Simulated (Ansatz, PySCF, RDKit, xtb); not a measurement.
# Which structure has the formula CH2AlB?, part 2 of 2

Given the formula CH2AlB and nothing else, which arrangement of the atoms is the most stable in the gas at 298.15 K, and what are its properties?

xtb, Ansatz and PySCF; isolated molecules. Earlier steps stand in the parts before.

## (11) Putting it together

Energies in kcal/mol from c990; G adds the thermal terms to the CCSD(T)/def2-TZVPP energy. The columns left of the relaxed level are at the tight-binding geometries.

| label | SMILES | spin | GFN2-xTB | HF/STO-3G | r2SCAN-D4/def2-SVP | B3LYP-D3(BJ)/6-311G** | HF/def2-TZVPP | MP2/def2-TZVPP | CCSD(T)/def2-TZVPP | G | share at equilibrium | T1 |
| --- | --- | --- | --- | --- | --- | --- | --- | --- | --- | --- | --- | --- |
| c990 | B=[CH][Al] | singlet | 0.0 | 0.0 | 0.0 | 0.0 | 0.0 | 0.0 | 0.0 | 0.0 | 100.0 % | 0.021 |
| c842a | [BH-]1=[C+][AlH]1 | singlet | 1.1 | 32.8 | 17.2 | 23.3 | 24.6 | 15.5 | 19.4 | 18.0 | < 0.1 % | 0.017 |

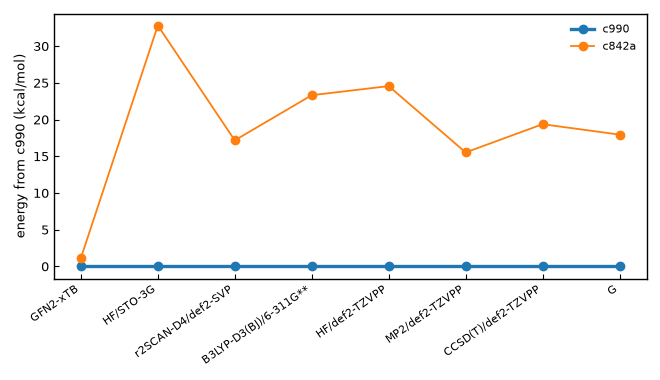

The finalists at each level, measured from c990.

Lowest found: c990, `B=[CH][Al]`, a singlet of point group Cs. Bond lengths: C1–Al2 2.005 Å, C1–B3 1.353 Å, B3–H4 1.170 Å, C1–H5 1.082 Å. Angles: Al2–C1–B3 112.5°, Al2–C1–H5 107.4°, B3–C1–H5 140.1°, C1–B3–H4 169.8°.

```xyz
5

C     0.2118    0.7792    0.0666
Al   -0.7593   -0.4960    1.2717
B     0.6340    0.1916   -1.0764
H     0.9116   -0.4891   -1.9871
H     0.2272    1.7423    0.5586
```

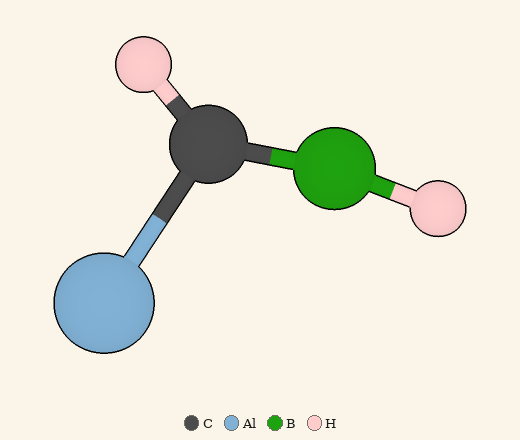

The lowest structure found, seen from a chosen angle (carbon dark grey, aluminium light blue, boron green, hydrogen pink).

## (12) Density, orbitals and dipole (PBE0/def2-TZVPD)

The input, input.yaml:

```yaml
crystal:
  periodic: [false, false, false]
  atoms:
    - {symbol: C, position_ang: [0.211845, 0.779178, 0.066619]}
    - {symbol: Al, position_ang: [-0.759256, -0.495958, 1.271670]}
    - {symbol: B, position_ang: [0.634023, 0.191599, -1.076352]}
    - {symbol: H, position_ang: [0.911588, -0.489126, -1.987059]}
    - {symbol: H, position_ang: [0.227239, 1.742346, 0.558563]}
basis:
  gaussian:
    orbitals: def2-TZVPD
hamiltonian:
  xc: {name: PBE0}
output: {forces: true, orbitals: {seedname: orbitals}}
```

The run is started by

```bash
$ ansatz run input.yaml --threads 1 --pin off --max-ram 2610MiB --events-out events.jsonl --progress --plain --runs-dir runs
```

Output, cut to the lines that bear on the results:

```text
Warning: RAYON_NUM_THREADS=1 ignored (pool sized by the plan → 1); use --threads N
Functional definition: PBE0
  name "PBE0"
[...]
735 factors; their error is unknown
[...]
mean field -8335.80971129 eV, -306.3353566753 hartree, gradient 5.1e-5 eV, S^2 0.000000; 0 other end points of the search recorded, 0 dependent functions left out
[...]
reference -8335.80974194 eV, -306.3353578015 hartree; 13, 13 occupied and 122, 122 virtual orbitals, 735 factors
Total energy: -8335.80974194 eV, -306.3353578015 hartree
Atom 0 at     0.211845     0.779178     0.066619 Å, force    -0.035833    -0.040233     0.047785 eV/Å
Atom 1 at    -0.759256    -0.495958     1.271670 Å, force     0.107796     0.114992    -0.148131 eV/Å
Atom 2 at     0.634023     0.191599    -1.076352 Å, force    -0.086343     0.002232     0.170638 eV/Å
Atom 3 at     0.911588    -0.489126    -1.987059 Å, force     0.043663    -0.085327    -0.131945 eV/Å
Atom 4 at     0.227239     1.742346     0.558563 Å, force    -0.029283     0.008337     0.061653 eV/Å
Dipole moment:     0.027037    -0.009456    -0.057939 e Å
```

Wall time 4.5 s (1 thread of Intel Xeon Platinum 8259CL at 2.50GHz (Skylake/Cascade Lake), shared host).

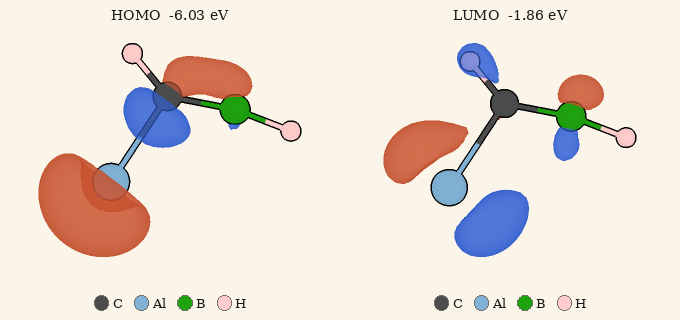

Frontier orbitals of this run, surfaces at ±0.2 Å^-3/2.

## (13) Frequencies after a tight-binding relaxation (GFN2-xTB)

The input, start.xyz:

```xyz
5
c990
C      0.211845     0.779178     0.066619
Al    -0.759256    -0.495958     1.271670
B      0.634023     0.191599    -1.076352
H      0.911588    -0.489126    -1.987059
H      0.227239     1.742346     0.558563
```

The run is started by

```bash
$ xtb start.xyz --gfn 2 --ohess tight
```

Output, cut to the lines that bear on the results:

```text
* xtb version 6.7.1
[...]
          :  # basis functions                  20          :
[...]
          :  # electrons                        12          :
[...]
          :  Hamiltonian                  GFN2-xTB          :
[...]
          :  net charge                          0          :
          :  unpaired electrons                  0          :
[...]
   *** convergence criteria satisfied after 16 iterations ***
[...]
   *** GEOMETRY OPTIMIZATION CONVERGED AFTER 9 ITERATIONS ***
[...]
   *** convergence criteria satisfied after 3 iterations ***
[...]
         ::                     SUMMARY                     ::
         :::::::::::::::::::::::::::::::::::::::::::::::::::::
         :: total energy              -5.315334251259 Eh    ::
         :: gradient norm              0.000228248121 Eh/a0 ::
         :: HOMO-LUMO gap              2.511122752480 eV    ::
         ::.................................................::
         :: SCC energy                -5.402868490195 Eh    ::
         :: -> isotropic ES            0.023321360427 Eh    ::
         :: -> anisotropic ES          0.004144802743 Eh    ::
         :: -> anisotropic XC         -0.004098819126 Eh    ::
         :: -> dispersion             -0.002659432386 Eh    ::
         :: repulsion energy           0.087534238935 Eh    ::
         :: add. restraining           0.000000000000 Eh    ::
         :: total charge               0.000000000000 e     ::
         :::::::::::::::::::::::::::::::::::::::::::::::::::::
[...]
         6        2.0000           -0.2970628              -8.0835 (HOMO)
         7                         -0.2047808              -5.5724 (LUMO)
[...]
     #   Z          covCN         q      C6AA      α(0)
     1   6 C        2.668    -0.278    35.642     9.769
     2  13 Al       0.858     0.134   380.045    50.826
     3   5 B        1.872     0.191    38.122    13.002
Molecule has the following symmetry elements: (sigma)
It seems to be the Cs point group
     4   1 H        0.944    -0.099     5.525     3.674
     5   1 H        0.926     0.053     2.284     2.363
[...]
          | TOTAL ENERGY               -5.315334251229 Eh   |
          | TOTAL ENTHALPY             -5.286225857818 Eh   |
          | TOTAL FREE ENERGY          -5.317300939234 Eh   |
          | GRADIENT NORM               0.000228296574 Eh/α |
[...]
```

Wall time 0.19 s (1 thread of Intel Xeon Platinum 8259CL at 2.50GHz (Skylake/Cascade Lake), shared host).

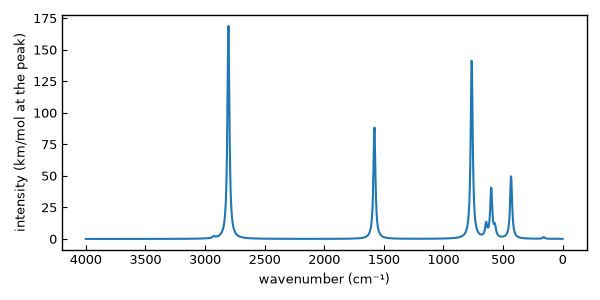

Harmonic infrared spectrum, unscaled, lines broadened by 10 cm⁻¹.

## (14) Electronic excitations (TD-PBE0/def2-SVPD)

An in-house driver calls PySCF's response routines at TD-PBE0/def2-SVPD; it has no typed input.

Output:

```text
coarse grid: 5040 points
cycle   1  E = -306.0645874848  dE =  1.310e-01  |g| = 4.958e-01  |ddm| = 3.047e+00
cycle   2  E = -305.9490398946  dE =  1.155e-01  |g| = 7.504e-01  |ddm| = 1.335e+00
cycle   3  E = -306.1372227808  dE = -1.882e-01  |g| = 6.272e-02  |ddm| = 8.410e-01
cycle   4  E = -306.1377634759  dE = -5.407e-04  |g| = 4.675e-02  |ddm| = 1.352e-01
cycle   5  E = -306.1385891351  dE = -8.257e-04  |g| = 4.383e-03  |ddm| = 7.096e-02
cycle   6  E = -306.1385985841  dE = -9.449e-06  |g| = 9.079e-04  |ddm| = 9.817e-03
final grid: 45056 points
cycle   7  E = -306.1839948779  dE = -9.727e-06  |g| = 3.191e-03  |ddm| = 2.269e-02
cycle   8  E = -306.1839919157  dE =  2.962e-06  |g| = 4.492e-03  |ddm| = 9.501e-03
cycle   9  E = -306.1839980786  dE = -6.163e-06  |g| = 5.663e-04  |ddm| = 4.994e-03
cycle  10  E = -306.1839981777  dE = -9.915e-08  |g| = 1.383e-04  |ddm| = 9.269e-04
cycle  11  E = -306.1839981855  dE = -7.778e-09  |g| = 2.579e-05  |ddm| = 2.274e-04
cycle  12  E = -306.1839981858  dE = -2.839e-10  |g| = 4.821e-06  |ddm| = 5.669e-05
converged SCF energy = -306.1839981858

Static polarisability (au): isotropic 72.909, principal 58.904 64.968 94.854

Singlet excitations
state   eV       nm        f      main configurations
  1   3.1387    395.0   0.04730   H->L 0.97
  2   3.6004    344.4   0.00035   H-1->L 0.95
  3   3.8007    326.2   0.08013   H->L+1 0.96
  4   4.4489    278.7   0.04314   H->L+2 0.58, H-1->L+1 0.38
  5   4.9828    248.8   0.00091   H-1->L+2 0.94
  6   5.0691    244.6   0.24853   H-1->L+1 0.52, H->L+2 0.32, H->L+3 0.10
  7   5.4449    227.7   0.03576   H->L+4 0.96
  8   5.9541    208.2   0.32026   H->L+3 0.88

Triplet excitations (Tamm-Dancoff, eV): 1.9081 2.3967 3.3106
```

Run time: 4.8 s. Hardware: 1 thread of Intel Xeon Platinum 8259CL at 2.50GHz (Skylake/Cascade Lake), shared host.

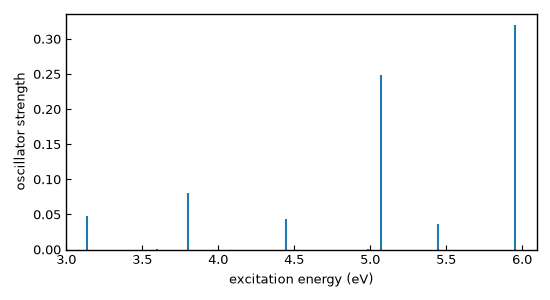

Vertical excitations as sticks.

The roots found:

| excited state | energy (eV) | strength |
| --- | --- | --- |
| 1 | 3.139 | 0.0473 |
| 2 | 3.600 | 0.0003 |
| 3 | 3.801 | 0.0801 |
| 4 | 4.449 | 0.0431 |
| 5 | 4.983 | 0.0009 |
| 6 | 5.069 | 0.2485 |
| 7 | 5.445 | 0.0358 |
| 8 | 5.954 | 0.3203 |

## (15) NMR shieldings (GIAO PBE0/pcSseg-1)

An in-house driver calls PySCF's response routines at GIAO PBE0/pcSseg-1; it has no typed input.

Output:

```text
coarse grid: 5040 points
cycle   1  E = -306.1963516104  dE =  1.509e-01  |g| = 5.144e-01  |ddm| = 1.938e+00
cycle   2  E = -306.0739976474  dE =  1.224e-01  |g| = 7.753e-01  |ddm| = 1.033e+00
cycle   3  E = -306.2714098217  dE = -1.974e-01  |g| = 6.616e-02  |ddm| = 7.212e-01
cycle   4  E = -306.2721401583  dE = -7.303e-04  |g| = 4.516e-02  |ddm| = 9.574e-02
cycle   5  E = -306.2728714759  dE = -7.313e-04  |g| = 5.584e-03  |ddm| = 5.300e-02
cycle   6  E = -306.2728862621  dE = -1.479e-05  |g| = 8.769e-04  |ddm| = 1.044e-02
cycle   7  E = -306.2728867024  dE = -4.403e-07  |g| = 2.367e-04  |ddm| = 1.765e-03
final grid: 45056 points
cycle   8  E = -306.2896680393  dE = -1.131e-05  |g| = 3.387e-03  |ddm| = 1.317e-02
cycle   9  E = -306.2896653485  dE =  2.691e-06  |g| = 4.577e-03  |ddm| = 6.498e-03
cycle  10  E = -306.2896713726  dE = -6.024e-06  |g| = 6.666e-04  |ddm| = 3.768e-03
cycle  11  E = -306.2896714911  dE = -1.186e-07  |g| = 2.041e-04  |ddm| = 6.990e-04
cycle  12  E = -306.2896715062  dE = -1.503e-08  |g| = 4.562e-05  |ddm| = 2.826e-04
cycle  13  E = -306.2896715068  dE = -6.499e-10  |g| = 5.176e-06  |ddm| = 5.515e-05
converged SCF energy = -306.2896715068

GIAO shielding tensors (ppm)
atom      isotropic    diamagn.    paramagn.     s11        s22        s33       span
  0 C       79.939     268.410    -188.471     20.823     22.158    196.836    176.013
  1 Al     226.269     791.825    -565.556    -83.537     32.772    729.570    813.107
  2 B       28.897     203.350    -174.453    -16.697     16.317     87.072    103.769
  3 H       26.454      29.793      -3.339     25.848     26.736     26.779      0.931
  4 H       28.616      31.212      -2.597     24.681     28.985     32.181      7.500
```

Wall time 4.2 s (1 thread of Intel Xeon Platinum 8259CL at 2.50GHz (Skylake/Cascade Lake), shared host).

Isotropic shieldings, averaged over atoms that the bond graph makes equivalent (absolute, not shifts):

| atoms | shielding (ppm) |
| --- | --- |
| C1 | 79.9 |
| Al2 | 226.3 |
| B3 | 28.9 |
| H4 | 26.45 |
| H5 | 28.62 |

## (16) The cation at the same geometry (PBE0/def2-TZVPD)

input.yaml: that of step 12 with these lines changed.

```diff
@@ -9,6 +9,5 @@
 basis:
-  gaussian:
-    orbitals: def2-TZVPD
-hamiltonian:
-  xc: {name: PBE0}
-output: {forces: true, orbitals: {seedname: orbitals}}
+  gaussian: {orbitals: def2-TZVPD}
+total_charge: 1
+magnetization: {spin_polarized: true, initial_magnetization: 1}
+hamiltonian: {xc: pbe0}
```

The run is started by

```bash
$ ansatz run input.yaml --threads 1 --pin off --max-ram 2610MiB --events-out events.jsonl --progress --plain --runs-dir runs
```

Output:

```text
Warning: RAYON_NUM_THREADS=1 ignored (pool sized by the plan → 1); use --threads N
[... 2 set-up lines as earlier in the session ...]
  parameter a = 0.25
  parameter kappa = 0.804
  parameter beta = 0.06672455060314922
  exchange = (1 - a)*pbe_x(kappa = kappa, mu = beta*pi^2/3) + a*exact_x
  correlation = pbe_c(beta = beta)
735 factors; their error is unknown
mean field evaluation 1: about -8303.6114 eV, gradient 6.4e1 eV
mean field evaluation 2: about -8148.5162 eV, gradient 1.2e2 eV
mean field evaluation 4: about -8325.1106 eV, gradient 2.0e1 eV
mean field evaluation 8: about -8327.7962 eV, gradient 1.4e-1 eV
mean field evaluation 16: about -8327.8059 eV, gradient 2.1e-3 eV
mean field -8327.80594561 eV, -306.0412237115 hartree, gradient 3.4e-5 eV, S^2 0.757168; 2 other end points of the search recorded, 0 dependent functions left out
reference -8327.80597540 eV, -306.0412248062 hartree; 13, 12 occupied and 122, 123 virtual orbitals, 735 factors
Total energy: -8327.80597540 eV, -306.0412248062 hartree
```

It took 7.5 s on 1 thread of Intel Xeon Platinum 8259CL at 2.50GHz (Skylake/Cascade Lake), shared host.

Difference from the parent: 8.00 eV.

## (17) The anion at the same geometry (PBE0/def2-TZVPD)

input.yaml: that of step 16 with these lines changed.

```diff
@@ -10,4 +10,5 @@
   gaussian: {orbitals: def2-TZVPD}
-total_charge: 1
+total_charge: -1
 magnetization: {spin_polarized: true, initial_magnetization: 1}
 hamiltonian: {xc: pbe0}
+scf: {lower_state_search: off}
```

The run is started by

```bash
$ ansatz run input.yaml --threads 1 --pin off --max-ram 2610MiB --events-out events.jsonl --progress --plain --runs-dir runs
```

Output, cut to the lines that bear on the results:

```text
Warning: RAYON_NUM_THREADS=1 ignored (pool sized by the plan → 1); use --threads N
[... 2 set-up lines as earlier in the session ...]
[...]
735 factors; their error is unknown
[...]
mean field -8336.10841682 eV, -306.3463339009 hartree, gradient 7.9e-6 eV, S^2 0.759859; 0 other end points of the search recorded, 0 dependent functions left out
reference -8336.10846056 eV, -306.3463355083 hartree; 14, 13 occupied and 121, 122 virtual orbitals, 735 factors
Total energy: -8336.10846056 eV, -306.3463355083 hartree
Checks for a lower state left out: stability, starts, cluster_reference, orbital_swaps, neighbouring_geometries, increment
```

Wall time 3.9 s (1 thread of Intel Xeon Platinum 8259CL at 2.50GHz (Skylake/Cascade Lake), shared host).

Parent less the species with the added electron: 0.30 eV.

## (18) The triplet at the same geometry (PBE0/def2-TZVPD)

input.yaml: that of step 17 with these lines changed.

```diff
@@ -9,6 +9,8 @@
 basis:
-  gaussian: {orbitals: def2-TZVPD}
-total_charge: -1
-magnetization: {spin_polarized: true, initial_magnetization: 1}
-hamiltonian: {xc: pbe0}
-scf: {lower_state_search: off}
+  gaussian:
+    orbitals: def2-TZVPD
+magnetization:
+  spin_polarized: true
+  initial_magnetization: 2
+hamiltonian:
+  xc: pbe0
```

The run is started by

```bash
$ ansatz run input.yaml --threads 1 --pin off --max-ram 2610MiB --events-out events.jsonl --progress --plain --runs-dir runs
```

Output, cut to the lines that bear on the results:

```text
Warning: RAYON_NUM_THREADS=1 ignored (pool sized by the plan → 1); use --threads N
[... 7 set-up lines as earlier in the session ...]
735 factors; their error is unknown
mean field evaluation 1: about -8318.6621 eV, gradient 4.8e1 eV
mean field evaluation 2: about -8205.6940 eV, gradient 1.1e2 eV
mean field evaluation 4: about -8331.4983 eV, gradient 1.6e1 eV
mean field evaluation 8: about -8333.8403 eV, gradient 2.7e-1 eV
mean field evaluation 16: about -8333.8539 eV, gradient 2.4e-3 eV
mean field -8333.85390166 eV, -306.2634819970 hartree, gradient 6.1e-6 eV, S^2 2.004955; 2 other end points of the search recorded, 0 dependent functions left out
reference -8333.85393479 eV, -306.2634832146 hartree; 14, 12 occupied and 121, 123 virtual orbitals, 735 factors
Total energy: -8333.85393479 eV, -306.2634832146 hartree
```

Run time: 7.2 s. Hardware: 1 thread of Intel Xeon Platinum 8259CL at 2.50GHz (Skylake/Cascade Lake), shared host.

It lies 1.96 eV above the singlet.

## (19) Stability of the closed-shell solution (PBE0/def2-SVP)

The input, input.xyz:

```xyz
5

C      0.211845     0.779178     0.066619
Al    -0.759256    -0.495958     1.271670
B      0.634023     0.191599    -1.076352
H      0.911588    -0.489126    -1.987059
H      0.227239     1.742346     0.558563
```

The input, job.py:

```python
from pyscf import gto, dft

mol = gto.Mole()
mol.atom = 'input.xyz'
mol.spin = 0
mol.charge = 0
mol.max_memory = 1860
mol.basis = 'def2-svp'
mol.verbose = 3
mol.build()

mf = dft.RKS(mol)
mf.xc = 'pbe0'
mf = mf.density_fit(auxbasis='def2-universal-jkfit')
mf.max_cycle = 100
mf.grids.level = 3
mf.kernel()
if not mf.converged:
    mf = mf.newton().run(mf.mo_coeff, mf.mo_occ)

e_tot = mf.e_tot
print('Final energy', e_tot)
mo_i, mo_e, stable_i, stable_e = mf.stability(internal=True, external=True, return_status=True)
print('stable: internal', stable_i, 'external', stable_e)
```

The run is started by

```bash
$ OMP_NUM_THREADS=1 python job.py
```

Output:

```text
converged SCF energy = -306.179192410305
Final energy -306.17919241030455
<class 'pyscf.df.df_jk.DFRKS'> wavefunction is stable in the internal stability analysis
<class 'pyscf.df.df_jk.DFRKS'> wavefunction is stable in the real -> complex stability analysis
<class 'pyscf.df.df_jk.DFRKS'> wavefunction is stable in the RHF/RKS -> UHF/UKS stability analysis
stable: internal True external True
```

It took 26 s on 1 thread of Intel Xeon Platinum 8259CL at 2.50GHz (Skylake/Cascade Lake), shared host.

## (20) Summary of results

This closing draws on all 2 parts.

| quantity | value |
| --- | --- |
| lowest structure found | B=[CH][Al], singlet, Cs |
| next finalist | [BH-]1=[C+][AlH]1, singlet, 18.0 kcal/mol higher in G |
| share at equilibrium, among the finalists | 100.0 % |
| funnel | 27 starts, 13 minima at GFN2-xTB, 12 screening runs, 3 relaxed, 2 ranked |
| CPU time of all runs | 4.5 min |
| harmonic wavenumbers, lowest and highest (B3LYP-D3(BJ)/6-311G**) | 155 and 3226 cm⁻¹ |
| rotational constants, same geometry | 1.535, 0.2184, 0.1912 cm⁻¹ |
| dipole moment (PBE0/def2-TZVPD) | 0.31 D |
| HOMO energy (PBE0/def2-TZVPD) | -6.03 eV |
| LUMO energy (PBE0/def2-TZVPD) | -1.86 eV |
| HOMO–LUMO gap (PBE0/def2-TZVPD) | 4.17 eV |
| lowest excitation (TD-PBE0/def2-SVPD) | 3.14 eV (f = 0.047) |
| strongest of the states computed, same level | 5.95 eV (f = 0.320) |
| lowest triplet excitation, same level, Tamm-Dancoff | 1.91 eV |
| vertical ionisation energy | 8.00 eV |
| vertical electron affinity | 0.30 eV |
| vertical triplet less singlet | +1.96 eV |

**Reading.** `B=[CH][Al]` comes out lowest. Among the finalists first place is clear (18.0 kcal/mol); structures outside the list aren't covered. GFN2-xTB, HF/STO-3G, r2SCAN-D4/def2-SVP, B3LYP-D3(BJ)/6-311G**, HF/def2-TZVPP and MP2/def2-TZVPP already put its bonding pattern lowest among the structures in one piece. The largest share of the time went into the vibrations (36 %). A large T1 diagnostic among the finalists warns that one reference determinant may not suffice. It concerns: the winner. Lowest found is not proven lowest: the search is finite, and each finalist counts with one conformer.
